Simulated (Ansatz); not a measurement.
**One shape, several levels: BH3F− (SMILES [H][B-]([H])([H])F)**

Aim: a comparison of 6 runs (HF/STO-3G, BHLYP/STO-3G, UPBE0/STO-3G, r2SCAN0/STO-3G, MP2/STO-3G, BCCD(T)/STO-3G) of BH3F−. 

Program for the calculation: Ansatz 0.2.0.

3 further runs of the same task are left out: 2 that didn't finish, 1 set aside as unsound or not needed.

## (1) The molecule

The species is BH3F− (5 atoms), meant as a singlet with charge -1. SMILES: `[H][B-]([H])([H])F`. The H5–B1 distance was set to 1.533 Å, away from the relaxed value.

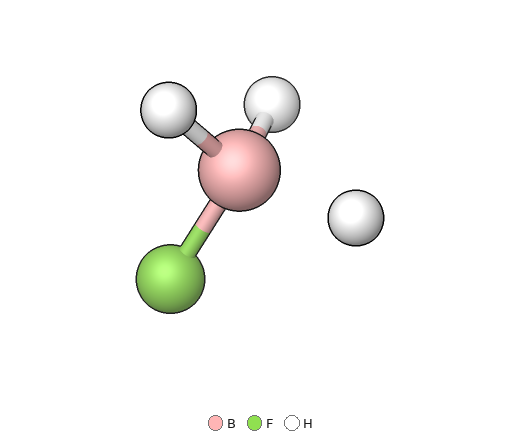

The structure, seen from a chosen angle (boron pink, fluorine green, hydrogen white).

## (2) A single-point energy at HF/STO-3G (run 1)

The input, in.yaml:

```yaml
basis:
  gaussian:
    orbitals: STO-3G
crystal:
  periodic: [false, false, false]
  atoms:
    - {symbol: B, position_ang: [0.144968, 0.251377, 0.042004]}
    - {symbol: F, position_ang: [0.157818, 0.230077, 1.488364]}
    - {symbol: H, position_ang: [1.305388, 0.262737, -0.355136]}
    - {symbol: H, position_ang: [-0.445232, 1.263667, -0.325006]}
    - {symbol: H, position_ang: [-0.581670, -1.003790, -0.453700]}
total_charge: -1
hamiltonian:
  xc: hf
accuracy: high
```

The run is started by

```sh
$ ansatz run in.yaml --threads 1 --pin off --max-ram 2610MiB --events-out events.jsonl --progress --plain --runs-dir runs
```

What it wrote:

```text
Warning: RAYON_NUM_THREADS=1 ignored (pool sized by the plan → 1); use --threads N
Functional definition: HF
  name "HF"
  exchange = exact_x
  correlation = 0
207 factors; integrals over basis functions are off by at most 1.1e-8 eV
mean field evaluation 1: about -3373.1207 eV, gradient 1.5e1 eV
mean field evaluation 2: about -3373.1815 eV, gradient 1.5e1 eV
mean field evaluation 4: about -3374.3581 eV, gradient 8.6e-1 eV
mean field evaluation 8: about -3374.3601 eV, gradient 7.0e-6 eV
mean field -3374.36009100 eV, -124.0054461209 hartree, gradient 1.8e-8 eV, S^2 0.000000; 0 other end points of the search recorded, 0 dependent functions left out
reference -3374.36009100 eV, -124.0054461209 hartree; 9, 9 occupied and 4, 4 virtual orbitals, 207 factors
Total energy: -3374.36009100 eV, -124.0054461209 hartree
```

Run time: 0.06 s. Hardware: 1 thread of Arm Neoverse V1, shared host.

## (3) The energy at BHLYP/STO-3G (run 2)

The input, molecule.yaml:

```yaml
crystal:
  periodic: [false, false, false]
  atoms:
    - {symbol: B, position_ang: [0.144968, 0.251377, 0.042004]}
    - {symbol: F, position_ang: [0.157818, 0.230077, 1.488364]}
    - {symbol: H, position_ang: [1.305388, 0.262737, -0.355136]}
    - {symbol: H, position_ang: [-0.445232, 1.263667, -0.325006]}
    - {symbol: H, position_ang: [-0.581670, -1.003790, -0.453700]}
basis:
  gaussian: {orbitals: STO-3G}
hamiltonian: {xc: {name: BHLYP}}
accuracy: high
total_charge: -1
```

The run is started by

```sh
$ ansatz run molecule.yaml --threads 1 --pin off --max-ram 2610MiB --events-out events.jsonl --progress --plain --runs-dir runs
```

What it wrote:

```text
Warning: RAYON_NUM_THREADS=1 ignored (pool sized by the plan → 1); use --threads N
Functional definition: BHLYP
  name "BHLYP"
  parameter a = 0.5
  exchange = (1 - a)*b88_x + a*exact_x
  correlation = lyp_c
207 factors; integrals over basis functions are off by at most 1.1e-8 eV
mean field evaluation 1: about -3388.6816 eV, gradient 1.6e1 eV
mean field evaluation 2: about -3389.7531 eV, gradient 5.4e0 eV
mean field evaluation 4: about -3389.8793 eV, gradient 2.4e-1 eV
mean field evaluation 8: about -3389.8725 eV, gradient 1.7e-4 eV
mean field -3389.87250356 eV, -124.5755167677 hartree, gradient 2.3e-8 eV, S^2 0.000000; 0 other end points of the search recorded, 0 dependent functions left out
reference -3389.87251865 eV, -124.5755173224 hartree; 9, 9 occupied and 4, 4 virtual orbitals, 207 factors
Total energy: -3389.87251865 eV, -124.5755173224 hartree
```

It took 0.64 s on 1 thread of Arm Neoverse V1, shared host.

## (4) A single-point energy at UPBE0/STO-3G (run 3)

in.yaml, as its differences from that of step 2:

```diff
@@ -1,4 +1 @@
-basis:
-  gaussian:
-    orbitals: STO-3G
 crystal:
@@ -11,5 +8,11 @@
     - {symbol: H, position_ang: [-0.581670, -1.003790, -0.453700]}
+basis:
+  gaussian:
+    orbitals: STO-3G
 total_charge: -1
+magnetization:
+  spin_polarized: true
+  initial_magnetization: 0
 hamiltonian:
-  xc: hf
+  xc: {name: PBE0}
 accuracy: high
```

The run is started by

```sh
$ ansatz run in.yaml --threads 1 --pin off --max-ram 2610MiB --events-out events.jsonl --progress --plain --runs-dir runs
```

What it wrote:

```text
Warning: RAYON_NUM_THREADS=1 ignored (pool sized by the plan → 1); use --threads N
Functional definition: PBE0
  name "PBE0"
  parameter a = 0.25
  parameter kappa = 0.804
  parameter beta = 0.06672455060314922
  exchange = (1 - a)*pbe_x(kappa = kappa, mu = beta*pi^2/3) + a*exact_x
  correlation = pbe_c(beta = beta)
207 factors; integrals over basis functions are off by at most 1.1e-8 eV
mean field evaluation 1: about -3385.5015 eV, gradient 1.7e1 eV
mean field evaluation 2: about -3386.9391 eV, gradient 9.7e0 eV
mean field evaluation 4: about -3387.7511 eV, gradient 2.3e-1 eV
mean field evaluation 8: about -3387.7125 eV, gradient 4.2e-4 eV
mean field -3387.71254270 eV, -124.4961396703 hartree, gradient 2.4e-8 eV, S^2 0.000000; 0 other end points of the search recorded, 0 dependent functions left out
reference -3387.71254379 eV, -124.4961397103 hartree; 9, 9 occupied and 4, 4 virtual orbitals, 207 factors
Total energy: -3387.71254379 eV, -124.4961397103 hartree
```

Wall time 1.1 s (1 thread of Arm Neoverse V1, shared host); peak memory 0.11 GiB.

Runs 4 to 5 aren't shown in full; the table further down has their settings and results.

## (5) The energy at BCCD(T)/STO-3G (run 6)

The input, job.yaml:

```yaml
crystal:
  periodic: [false, false, false]
  atoms:
    - {symbol: B, position_ang: [0.144968, 0.251377, 0.042004]}
    - {symbol: F, position_ang: [0.157818, 0.230077, 1.488364]}
    - {symbol: H, position_ang: [1.305388, 0.262737, -0.355136]}
    - {symbol: H, position_ang: [-0.445232, 1.263667, -0.325006]}
    - {symbol: H, position_ang: [-0.581670, -1.003790, -0.453700]}
basis:
  gaussian:
    orbitals: STO-3G
total_charge: -1
correlation:
  method: bccd_t
  frozen_orbitals: {B: 1, F: 1, H: 0}
accuracy: high
scf:
  omitted_lower_state_checks: [cluster_reference, increment]
```

The run is started by

```sh
$ ansatz run job.yaml --threads 1 --pin off --max-ram 2610MiB --events-out events.jsonl --progress --plain --runs-dir runs
```

What it wrote (excerpt; [...] marks lines left out):

```text
Warning: RAYON_NUM_THREADS=1 ignored (pool sized by the plan → 1); use --threads N
[... 2 set-up lines as earlier in the session ...]
[...]
207 factors; integrals over basis functions are off by at most 1.1e-8 eV
[...]
mean field -3374.36009100 eV, -124.0054461209 hartree, gradient 1.8e-8 eV, S^2 0.000000; 0 other end points of the search recorded, 0 dependent functions left out
2 core orbitals not correlated: weight in the atoms' cores, before any rotation towards them, 1.000 or more for the frozen orbitals, at most 0.000 for the correlated occupied ones
reference -3374.36009100 eV, -124.0054461209 hartree; 7, 7 occupied and 4, 4 virtual orbitals, 207 factors
second order -1.66537912 eV of doubles, -0.00000000 eV of singles
cycle   1  -2.07312550 eV  change   -4.1e-1 eV  update   5.7e-2
[...]
cycle  17  -2.30514804 eV  change   -1.5e-9 eV  update   1.0e-9
perturbative correction -0.04550975 eV, -0.0016724524 hartree
Total energy: -3376.71074879 eV, -124.0918312012 hartree
Checks for a lower state left out: cluster_reference, increment
```

Wall time 0.12 s (1 thread of Arm Neoverse V1, shared host).

## (6) The series

```csv
run,level,frozen core orbitals,energy (Eh),wall time
1,HF/STO-3G,–,-124.005446,0.06 s
2,BHLYP/STO-3G,–,-124.575517,0.64 s
3,UPBE0/STO-3G,–,-124.496140,1.1 s
4,r2SCAN0/STO-3G,–,-124.567758,1.6 s
5,MP2/STO-3G,2,-124.066648,0.06 s
6,BCCD(T)/STO-3G,2,-124.091831,0.12 s
```

## (7) What came out

| quantity | value |
| --- | --- |
| run 6: total energy | -124.09183 Eh |
| run 6: correlation energy (2 core orbitals frozen) | -86.4 mEh |
| run 6: (T) correction | -1.67 mEh |

**Reading.** Below the HF energy at the same shape and in the same basis (STO-3G): MP2 -61.2 mEh; BCCD(T) -86.4 mEh. Totals of different functionals can't be ranked against each other. In runs 1, 2, 3, 4, 5, 6 the basis is minimal, so the values are rough. All runs together took 3.6 s, the longest 1.6 s.
